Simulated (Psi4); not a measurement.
**C2H5Si (SMILES C=C[SiH2]): U-revPBE/aug-cc-pVDZ**

Aim: the energy change on altering one bond length of C2H5Si at U-revPBE/aug-cc-pVDZ, from 2 runs. 

The results are computed with Psi4 1.11.

3 further runs of the same task are left out: 1 that didn't finish, 2 set aside as unsound or not needed.

## (1) The molecule

The species is C2H5Si (8 atoms), meant as a doublet with charge 0. SMILES: `C=C[SiH2]`. The shape is that of a PBE0-D4/def2-TZVP optimisation.

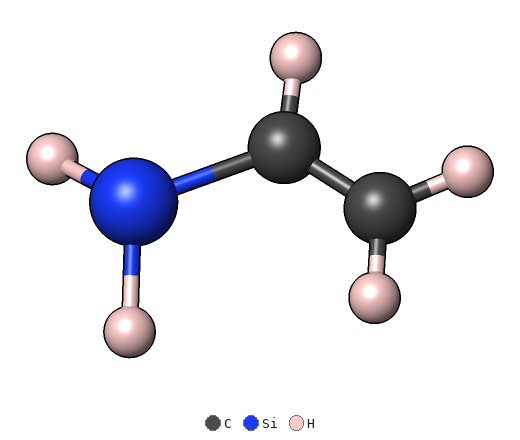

Viewed from a chosen angle; carbon dark grey, silicon blue, hydrogen pink.

## (2) The energy at U-revPBE/aug-cc-pVDZ

calc.in

```
memory 1600 mb

molecule m {
  0 2
  C     -0.408600     0.930200    -0.877900
  C     -0.357700     0.348900     0.326600
  Si     0.886400    -0.913500     0.807600
  H      0.266200     0.644900    -1.679900
  H     -1.129000     1.708400    -1.111700
  H     -1.056700     0.689200     1.089200
  H      1.531500    -1.544100    -0.375100
  H      0.360000    -1.921200     1.765400
  symmetry c1
  no_reorient
  no_com
}

set {
  basis aug-cc-pVDZ
  reference uks
  puream true
  e_convergence 1e-09
  d_convergence 1e-08
  scf_type pk
  dft_radial_points 99
  dft_spherical_points 590
  maxiter 200
}

e_tot, wfn = energy("revpbe", return_wfn=True)
```

On the command line:

```
$ psi4 -i calc.in -o calc.out -n 1
```

calc.out:

```text
[...]
  Running in c1 symmetry.
[...]
  Nuclear repulsion =   90.643212233150905
[...]
  Multiplicity = 2
[...]
  Nalpha       = 16
  Nbeta        = 15
[...]
    Number of basis functions: 118
[...]
   @UKS iter   1:  -367.80165148657153    1.54486e-01   9.01600e-03 DIIS/ADIIS
[...]
   @UKS iter  15:  -368.55791852148133   -6.13909e-12   5.76036e-09 DIIS
[...]
   @S^2 Observed:                7.570779911E-01
[...]
    Orbital Energies [Eh]
    ---------------------
    Alpha Occupied:
       1A    -65.445682     2A     -9.921075     3A     -9.914137
       4A     -5.067034     5A     -3.476137     6A     -3.471835
       7A     -3.471459     8A     -0.704493     9A     -0.538409
      10A     -0.467376    11A     -0.411103    12A     -0.364958
      13A     -0.311200    14A     -0.291083    15A     -0.269942
      16A     -0.174637
    Alpha Virtual:
      17A     -0.049146    18A     -0.018449    19A     -0.003755
      20A      0.001441    21A      0.006487    22A      0.019479
      23A      0.021125    24A      0.032867    25A      0.040296
[...]
  @UKS Final Energy:  -368.55791852148133
   => Energetics <=
    Nuclear Repulsion Energy =             90.6432122331509049
    One-Electron Energy =                -686.0377286135727672
    Two-Electron Energy =                 260.3175517032336757
    DFT Exchange-Correlation Energy =     -33.4809538442930972
    Empirical Dispersion Energy =           0.0000000000000000
    VV10 Nonlocal Energy =                  0.0000000000000000
    Total Energy =                       -368.5579185214813265
[...]
 Multipole Moments:
 ------------------------------------------------------------------------------------
     Multipole            Electronic (a.u.)      Nuclear  (a.u.)        Total (a.u.)
 ------------------------------------------------------------------------------------
 L = 1.  Multiply by 2.5417464519 to convert [e a0] to [Debye]
 Dipole X            :        -14.8781498           14.7092502           -0.1688995
 Dipole Y            :         10.6490682          -10.4637915            0.1852767
 Dipole Z            :        -14.6339232           14.5253799           -0.1085433
 Magnitude           :                                                    0.2731962
[...]
```

Run time: 98 s. Hardware: 1 thread of Intel Xeon Platinum 8259CL at 2.50GHz (Skylake/Cascade Lake), shared host; peak memory 0.8 GiB.

## (3) The distorted shape: energy and forces at U-revPBE/aug-cc-pVDZ

job.py

```python
import psi4

psi4.set_memory('1600 MB')
psi4.set_num_threads(1)
psi4.set_output_file('output.dat', False)

m = psi4.geometry("""
0 2
C     -1.47747859     2.47353433    -1.93169127
C     -1.38129153     1.37503654     0.34448384
Si     1.67505324    -1.72626481     1.52614282
H     -0.20229140     1.93439547    -3.44725162
H     -2.83883729     3.94411920    -2.37350924
H     -2.70221009     2.01811034     1.78558899
H      2.89411556    -2.91792611    -0.70883627
H      0.68030140    -3.63054183     3.33612250
units au
symmetry c1
no_reorient
no_com
""")

options = {'basis': 'aug-cc-pVDZ', 'reference': 'uks', 'puream': True, 'e_convergence': 1e-09, 'd_convergence': 1e-08, 'scf_type': 'pk', 'dft_radial_points': 99, 'dft_spherical_points': 590, 'maxiter': 200}
psi4.set_options(options)

result, w = psi4.gradient('REVPBE', return_wfn=True)
psi4.oeprop(w, 'DIPOLE', 'LOWDIN_CHARGES', 'WIBERG_LOWDIN_INDICES', title='REVPBE')
print('gradient / Eh bohr^-1')
print(result.np.round(6))
print(f'energy = {w.energy():.10f} Eh')
for k, v in sorted(psi4.core.scalar_variables().items()):
    print(f'{k:45s} {v:18.10f}')
```

On the command line:

```
$ python job.py
```

output.dat, cut to the lines that bear on the results:

```text
[...]
  Running in c1 symmetry.
[...]
  Nuclear repulsion =   80.911530698579199
[...]
  Multiplicity = 2
[...]
  Nalpha       = 16
  Nbeta        = 15
[...]
    Number of basis functions: 118
[...]
   @UKS iter   1:  -367.71279282052342   -1.05386e-02   9.15201e-03 DIIS/ADIIS
[...]
   @UKS iter  16:  -368.51689585710528   -4.54747e-12   9.56192e-09 DIIS
[...]
   @S^2 Observed:                7.533661558E-01
[...]
  @UKS Final Energy:  -368.51689585710528
   => Energetics <=
    Nuclear Repulsion Energy =             80.9115306985791989
    One-Electron Energy =                -666.4689589568398560
    Two-Electron Energy =                 250.4039127260147666
    DFT Exchange-Correlation Energy =     -33.3633803248594347
    Empirical Dispersion Energy =           0.0000000000000000
    VV10 Nonlocal Energy =                  0.0000000000000000
    Total Energy =                       -368.5168958571052826
[...]
  -Total Gradient:
     Atom            X                  Y                   Z
    ------   -----------------  -----------------  -----------------
       1       -0.010164922346     0.008754021890     0.001913759696
       2       -0.033363704790     0.036270284173    -0.012766372443
       3        0.033914527039    -0.051687347451     0.010052962878
       4       -0.005453154659     0.001120550346     0.008305354797
       5        0.008221789642    -0.007674104725     0.000919505982
       6        0.002127099176     0.003157659454    -0.012626990556
       7       -0.000837755209     0.003893184479     0.008031299316
       8        0.005556399722     0.006166713035    -0.003829202927
[...]
 Multipole Moments:
 ------------------------------------------------------------------------------------
     Multipole            Electronic (a.u.)      Nuclear  (a.u.)        Total (a.u.)
 ------------------------------------------------------------------------------------
 L = 1.  Multiply by 2.5417464519 to convert [e a0] to [Debye]
 Dipole X            :         -4.1473575            4.1292028           -0.0181546
 Dipole Y            :         -0.2842674            0.2718750           -0.0123924
 Dipole Z            :        -10.4653451           10.4348693           -0.0304758
 Magnitude           :                                                    0.0375758
[...]
```

On the terminal:

```text
gradient / Eh bohr^-1
[[-0.010165  0.008754  0.001914]
 [-0.033364  0.03627  -0.012766]
 [ 0.033915 -0.051687  0.010053]
 [-0.005453  0.001121  0.008305]
 [ 0.008222 -0.007674  0.00092 ]
 [ 0.002127  0.003158 -0.012627]
 [-0.000838  0.003893  0.008031]
 [ 0.005556  0.006167 -0.003829]]
energy = -368.5168958571 Eh
CURRENT ENERGY                                   -368.5168958571
CURRENT REFERENCE ENERGY                         -368.5168958571
DD SOLVATION ENERGY                                 0.0000000000
DFT FUNCTIONAL TOTAL ENERGY                      -368.5168958571
DFT TOTAL ENERGY                                 -368.5168958571
DFT VV10 ENERGY                                     0.0000000000
DFT XC ENERGY                                     -33.3633803249
GRID ELECTRONS ALPHA                               16.0000006814
GRID ELECTRONS BETA                                15.0000002420
GRID ELECTRONS TOTAL                               31.0000009234
NUCLEAR REPULSION ENERGY                           80.9115306986
ONE-ELECTRON ENERGY                              -666.4689589568
PCM POLARIZATION ENERGY                             0.0000000000
PE ENERGY                                           0.0000000000
SCF ITERATION ENERGY                             -368.5168958571
SCF ITERATIONS                                     16.0000000000
SCF TOTAL ENERGY                                 -368.5168958571
TWO-ELECTRON ENERGY                               250.4039127260
XC GRID RADIAL POINTS                              99.0000000000
XC GRID SPHERICAL POINTS                          590.0000000000
XC GRID TOTAL POINTS                           449865.0000000000
```

Wall time 2.6 min (1 thread of Intel Xeon Platinum 8259CL at 2.50GHz (Skylake/Cascade Lake), shared host); peak memory 0.8 GiB.

## (4) Outcome

Level: U-revPBE/aug-cc-pVDZ.

| quantity | value |
| --- | --- |
| first shape: total energy | -368.55792 Eh |
| first shape: dipole moment | 0.69 D |
| first shape: HOMO energy (highest over α and β) | -4.75 eV |
| first shape: LUMO energy (lowest over α and β) | -3.20 eV |
| first shape: ⟨S²⟩ | 0.757 |
| distorted shape: total energy | -368.51690 Eh |
| distorted shape: dipole moment | 0.10 D |
| distorted shape: HOMO energy (highest over α and β) | -5.11 eV |
| distorted shape: LUMO energy (lowest over α and β) | -3.42 eV |
| distorted shape: ⟨S²⟩ | 0.753 |
| distorted shape: largest force on an atom | 3.221 eV/Å |
| energy change with the C2–Si3 bond stretched from 1.837 to 2.388 Å | 1.116 eV |

In words: With the C2–Si3 bond stretched from 1.837 to 2.388 Å the energy rises by 1.12 eV (26 kcal/mol). The first shape isn't relaxed at this level, so the change isn't measured from a minimum.
